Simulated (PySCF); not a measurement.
C6H13Cl, SMILES CC(C)(C)CCCl, GFN2-xTB optimised geometry. Atoms within 1.6 Å of the plane z = 1.0 Å (x, y, z in Å): C1 (-0.24, -0.83, 1.26), C2 (0.26, -0.11, 0.00), C3 (1.79, -0.11, 0.00), C4 (-0.24, 1.34, 0.00), H8 (-1.32, -0.76, 1.35), H9 (0.20, -0.37, 2.14), H10 (0.04, -1.88, 1.24), H11 (2.17, 0.41, 0.88), H13 (2.17, -1.13, 0.01), H14 (-1.32, 1.38, 0.09), H16 (0.19, 1.88, 0.84).

Calculation: PySCF with CAM-B3LYP/def2-SVP. Cells within 0.4 Å of a nucleus heavier than hydrogen are left out (blank, or x).

Map of the electron localisation function on the plane z = 1.0 Å:

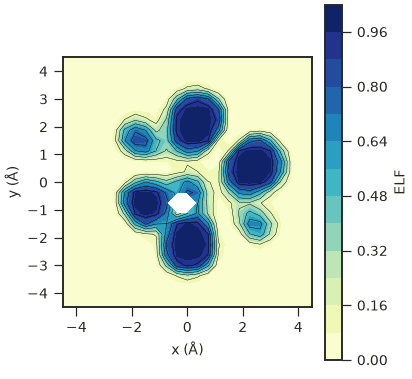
Figure: Electron localisation function on the plane z = 1.0 Å.
